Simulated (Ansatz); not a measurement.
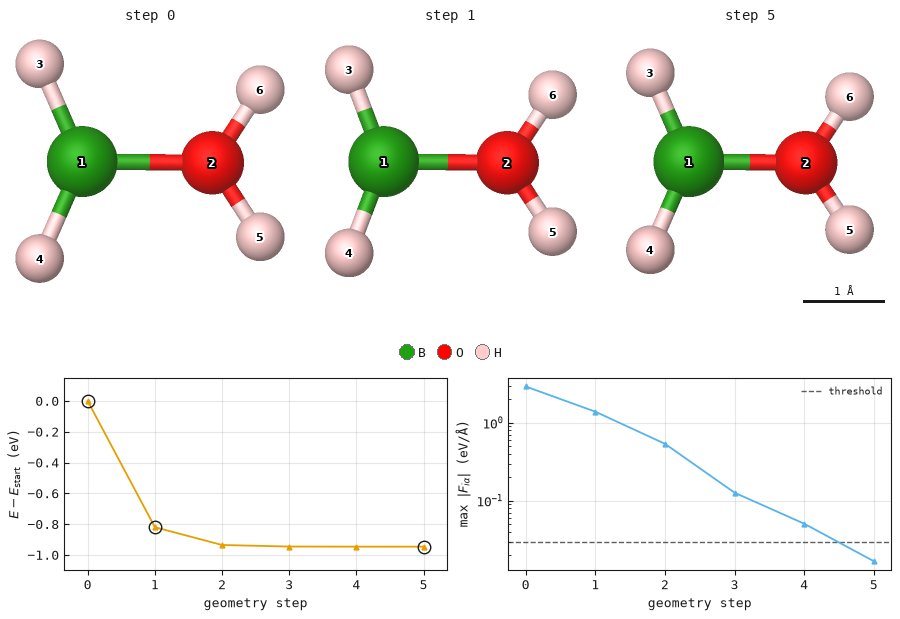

Frames of a relaxation of BH4O (charge +1), marked on the history of the run. Style: ball-and-stick. Shown face on.

It is one of the separated reactants of a reaction.

Level of theory: RKS PBE-D4/def2-SVP (Ansatz 0.2.0).

Input file:
```yaml
crystal:
  periodic: [false, false, false]
  atoms:
    - {symbol: B, position_ang: [-0.054410, -0.803317, -0.198009]}
    - {symbol: O, position_ang: [0.051471, 0.759968, 0.187324]}
    - {symbol: H, position_ang: [1.109502, -1.355001, -0.488840]}
    - {symbol: H, position_ang: [-1.287556, -1.273920, -0.159161]}
    - {symbol: H, position_ang: [-0.815816, 1.366796, 0.453995]}
    - {symbol: H, position_ang: [0.996808, 1.305475, 0.204690]}
basis:
  gaussian: {orbitals: def2-SVP}
total_charge: 1
hamiltonian: {xc: pbe, dispersion: d4}
relax: {f_tol: 0.03, max_steps: 250}
```

Run as
```bash
ansatz run in.yaml --threads 2 --pin off --events-out ev --progress --plain --max-ram 4352MiB
```

What happens along the run?

Answer. The largest moves after the best rigid fit, 0.17 Å, are those of H3 and H4. Largest moves by element: H 0.17 Å, B 0.08 Å, O 0.08 Å. Among the contacts that change: B1–O2 1.614 → 1.448 Å, B1–H3 1.320 → 1.200 Å, O2–H5 1.092 → 0.989 Å. The energy falls by 0.946 eV in 5 geometry steps. The largest force component goes from 2.9 to 0.017 eV/Å. Cost: 2.7 s on 2 threads of Arm Neoverse V2, on a shared host. From step 0 to 1: H atoms move most (0.14 Å), energy −0.819 eV. From step 1 to 5: B1 moves most (0.06 Å), energy −0.127 eV.

```json
{"step": "0", "E − E(0), eV": "0.0000", "largest force component, eV/Å": "2.9218"}
{"step": "1", "E − E(0), eV": "-0.8192", "largest force component, eV/Å": "1.3881"}
{"step": "2", "E − E(0), eV": "-0.9348", "largest force component, eV/Å": "0.5374"}
{"step": "3", "E − E(0), eV": "-0.9449", "largest force component, eV/Å": "0.1268"}
{"step": "4", "E − E(0), eV": "-0.9456", "largest force component, eV/Å": "0.0508"}
{"step": "5", "E − E(0), eV": "-0.9457", "largest force component, eV/Å": "0.0168"}
```
